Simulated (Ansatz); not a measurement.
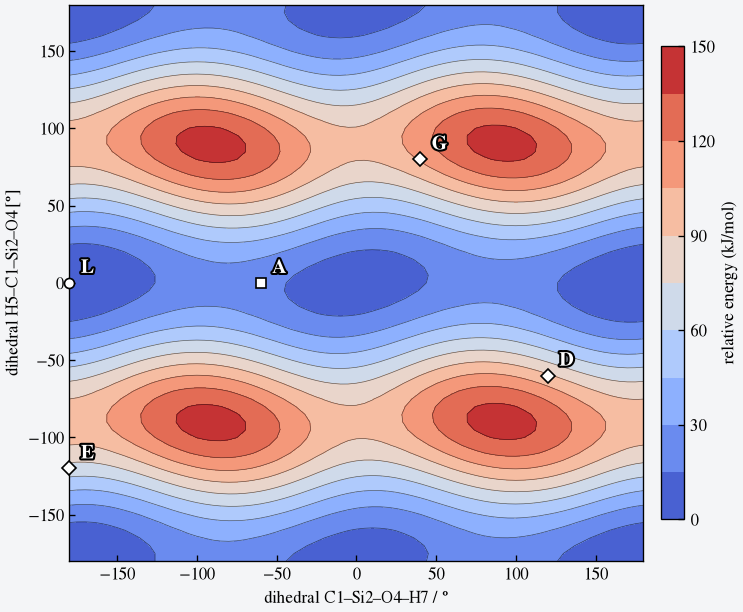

CH₃O₂Si, SMILES C=[Si]([O-])O, charge −1. First axis: dihedral C1–Si2–O4–H7. Second axis: dihedral H5–C1–Si2–O4. Nothing is relaxed (all other coordinates rigid). The grid has 18 × 18 points; 164 points were computed and 160 follow by symmetry. Points are written as (first, second). Energies: kJ/mol, counted from the lowest grid point. Computed with RHF/def2-SVPD in Ansatz 0.2.0.

The picture shows filled contours, lettered points. Between grid points the surface is interpolated.

Q: Is A the lowest point of the computed grid?

A: No. A lies 20 kJ/mol above the lowest grid point, which is at (−180°, −180°).

Q: What kind of point is each of D, E, L: minimum, saddle, maximum or slope?

A: D: on a slope; E: on a slope; L: minimum. (In these two coordinates alone; a stationary point may lie a little off the grid point.)

Q: Rank the lettered points by energy, lowest first.

A: L (0 kJ/mol), A (20 kJ/mol), E (69 kJ/mol), D (92 kJ/mol), G (107 kJ/mol).
